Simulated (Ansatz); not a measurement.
ZrN2H6OBrCl: several calculations on one system

Part 1: Relaxation

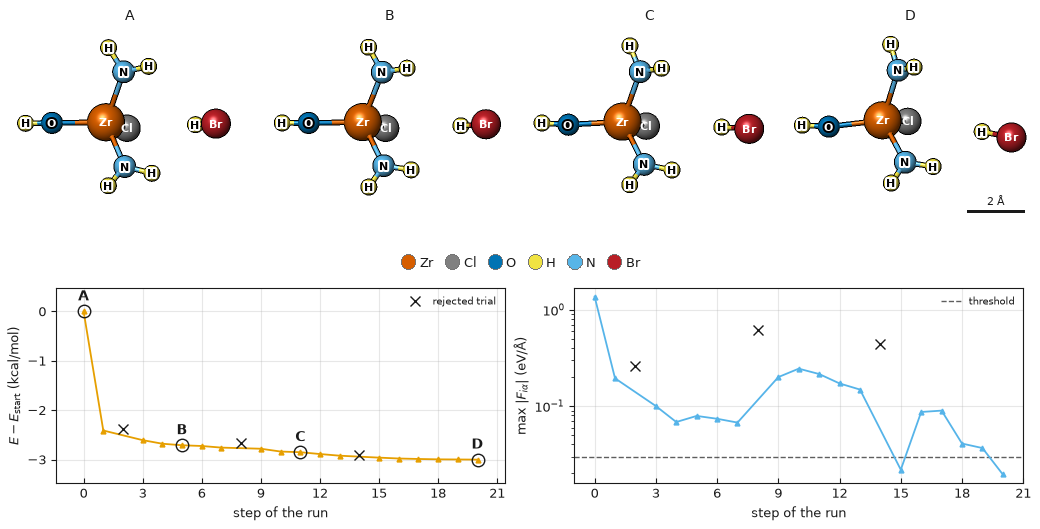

Frames of a relaxation of ZrN2H6OBrCl, marked on the history of the run. A ball-and-stick model, seen at a tilt.

The run prepares an end point of a later path (reaction) calculation, from a guessed geometry.

All numbers below come from RHF/def2-SVP in Ansatz 0.2.0.

Input file:
```yaml
crystal:
  periodic: [false, false, false]
  atoms:
    - { symbol: Zr, position_ang: [0.045972, -0.118337, -0.080761] }
    - { symbol: Cl, position_ang: [0.219692, -0.111713, 2.41939] }
    - { symbol: O, position_ang: [1.81623, -0.214472, -0.796786] }
    - { symbol: H, position_ang: [2.724427, -0.25622, -1.045266] }
    - { symbol: "N", position_ang: [-0.798843, 1.626957, -0.704221] }
    - { symbol: H, position_ang: [-1.782263, 1.816606, -0.804926] }
    - { symbol: H, position_ang: [-0.291871, 2.458739, -0.958629] }
    - { symbol: "N", position_ang: [-0.987274, -1.745451, -0.728677] }
    - { symbol: H, position_ang: [-1.947943, -1.962172, -0.520221] }
    - { symbol: H, position_ang: [-0.618459, -2.481362, -1.309198] }
    - { symbol: Br, position_ang: [-3.494637, -0.002298, 1.559732] }
    - { symbol: H, position_ang: [-2.34473, 0.037623, 2.507863] }
basis:
  gaussian: { orbitals: def2-SVP }
hamiltonian:
  xc: hf
relax:
  f_tol: 0.03
  max_steps: 50
output:
  orbitals: {}
```

Launched with:
```bash
ansatz run input.yaml --threads 4 --pin off --max-ram 5120MiB --backend cpu --events-out ev --progress --plain --runs-dir out
```

What happens along the run?

Answer. Br11 moves most after the best rigid fit: 0.86 Å. Largest moves by element: Br 0.86 Å, H 0.72 Å, Cl 0.27 Å, N 0.23 Å, O 0.18 Å, Zr 0.14 Å. Near-neighbour distances that change, for instance: Br11–H12 1.491 → 1.413 Å, Zr1–Cl2 2.506 → 2.450 Å, Zr1–O3 1.912 → 1.920 Å. Bond angles that change, for instance: N5–Zr1–N8 112.2° → 107.4°, O3–Zr1–N5 108.2° → 112.3°, Zr1–O3–H4 173.3° → 170.1°. Groups turn about Zr1–N5 by about 35°. The energy falls by 3.00 kcal/mol in 17 accepted moves (20 points after the start). Largest force component: 1.4 eV/Å at the start, 0.02 eV/Å at the end. The line search rejected the trial steps at points 2, 8, 14 of the run. The forces were under the threshold at step 15, but the run went on from there. From step 0 to 5: Br11 moves most (0.39 Å), energy −2.71 kcal/mol. From step 5 to 11: H6 moves most (0.33 Å), energy −0.14 kcal/mol. From step 11 to 20: H and Br atoms move most (0.35 Å), energy −0.15 kcal/mol.

Limits of the set-up: the start holds two separate molecules, 2.6 Å apart at their closest, whose relative position is a soft coordinate and is computed without a dispersion correction; Hartree-Fock leaves out electron correlation.

Part 2: Relaxation

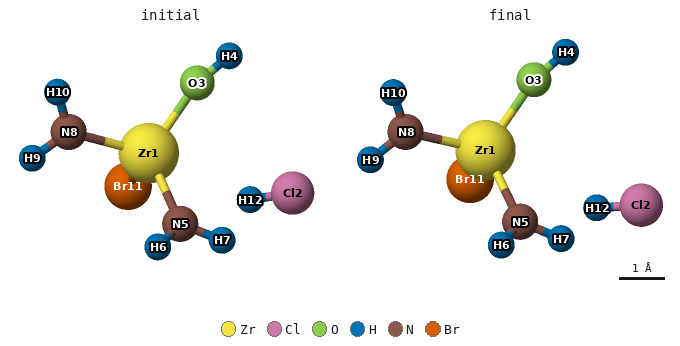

The structure of ZrN$_{2}$H$_{6}$OBrCl before (left) and after (right) a relaxation, at one scale.

A ball-and-stick model, seen at a tilt.

The run prepares an end point of a later path (reaction) calculation, from a guessed geometry.

These are results of RHF/def2-SVP (Ansatz 0.2.0), not measurements. Set-up: no spin polarisation; force threshold 0.03 eV/Å; at most 50 steps.

Question: Describe what moved and what it gained.

Answer: The energy falls by 0.063 eV in 9 accepted moves (11 points after the start). Largest force component: 1 eV/Å at the start, 0.012 eV/Å at the end. The line search rejected the trial steps at points 4, 7 of the run. Cl2 moves most after the best rigid fit: 0.34 Å. Largest moves by element: Cl 0.34 Å, H 0.24 Å, Br 0.16 Å, O 0.10 Å, Zr 0.10 Å, N 0.09 Å. Among the contacts that change: Zr1–Br11 2.686 → 2.625 Å, Cl2–H12 1.324 → 1.276 Å, Zr1–N8 2.025 → 2.029 Å. Bond angles that change, for instance: N8–Zr1–Br11 106.8° → 109.9°, O3–Zr1–Br11 113.1° → 110.3°.

Limits of the set-up: the start holds two separate molecules, 2.8 Å apart at their closest, whose relative position is a soft coordinate and is computed without a dispersion correction; Hartree-Fock leaves out electron correlation.

Part 3: Path

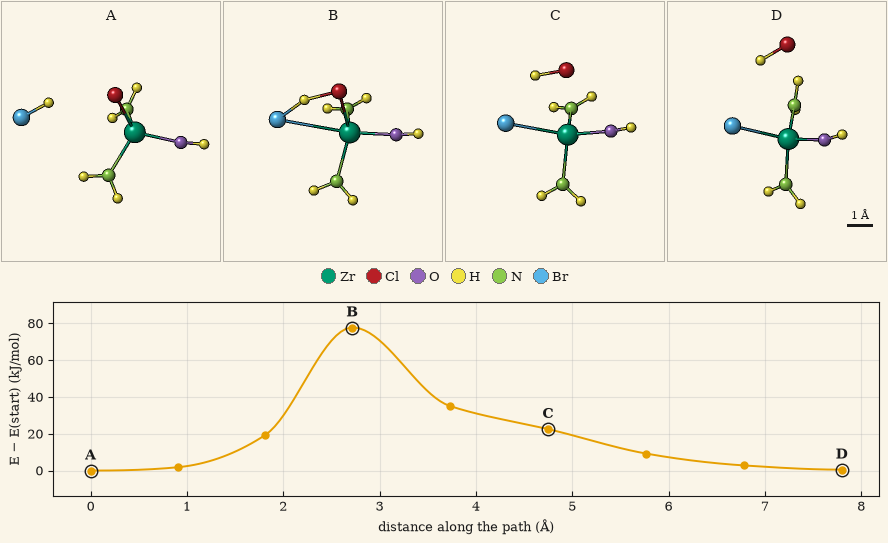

A nudged-elastic-band calculation for ZrN₂H₆OBrCl, made up at the start of ZrN$_{2}$H$_{5}$OCl and HBr. Images are numbered from 0 (start) to 8 (end). Frames A to D are images 0, 3, 5, 8. A ball-and-stick model, seen from a free direction.

Computed with RHF/def2-SVP (Ansatz 0.2.0). Set-up: 7 movable images; climbing image; force threshold 0.03 eV/Å; iteration limit 60; starting path through a guess of the saddle point.

> Describe the mechanism and the energy profile.

Forward barrier 77.8 kJ/mol, backward barrier 77.3 kJ/mol, with image 3 at the top; the reaction energy is +0.5 kJ/mol. Breaking: Br–H (1.41 → 2.90 Å), Cl–Zr (2.45 → 4.07 Å). Forming: Cl–H (2.73 → 1.28 Å), Br–Zr (4.66 → 2.63 Å). The band converged in 33 iterations. The largest component of the band force went from 18 to 0.026 eV/Å. The climbing image converged on the top of the path. Its vibrational analysis gives one imaginary mode (1013i cm⁻¹), as a transition state must have.

Limits of the set-up: the start holds two separate molecules, 2.7 Å apart at their closest, whose relative position is a soft coordinate and is computed without a dispersion correction; Hartree-Fock leaves out electron correlation.

Cost: 8 min on 4 threads of Arm Neoverse V2, on a shared host, peak memory 0.48 GiB.
